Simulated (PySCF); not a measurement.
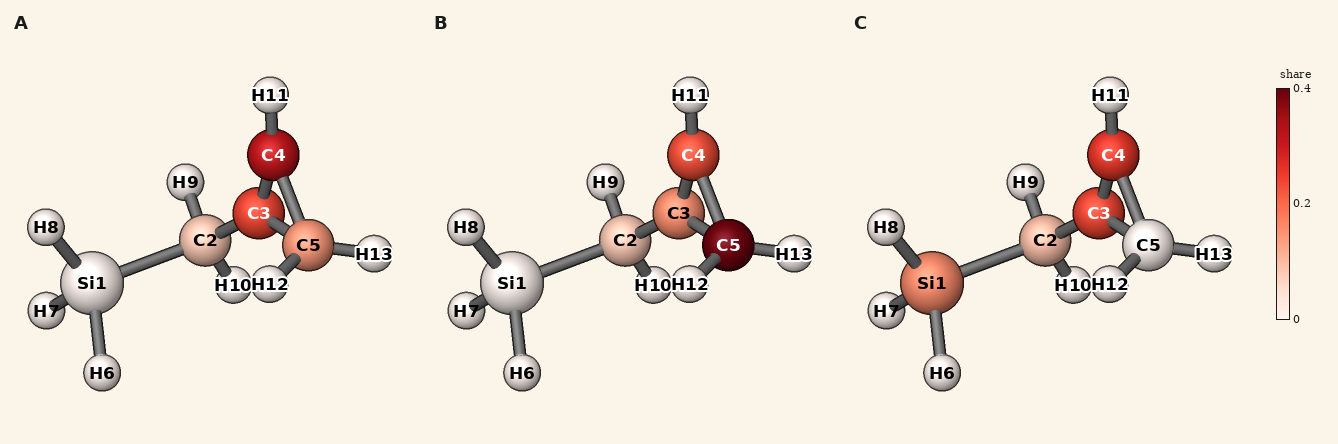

Each panel colours the atoms by their Löwdin share in one orbital (up to four of the largest shares; other atoms are shown as zero). Geometry: a frame of a GFN2-xTB molecular-dynamics simulation, not a minimum. Method: PBE0/def2-SVPD (PySCF 2.14.0).

The panels show the HOMO−1, HOMO, LUMO, in some order. Which is which?

Answer. A: HOMO, −6.77 eV; C4 0.31, C3 0.24, C5 0.14, C2 0.08
B: HOMO−1, −8.06 eV; C5 0.39, C4 0.23, C3 0.15, C2 0.08
C: LUMO, −0.16 eV; C4 0.25, C3 0.24, Si1 0.16, C2 0.09
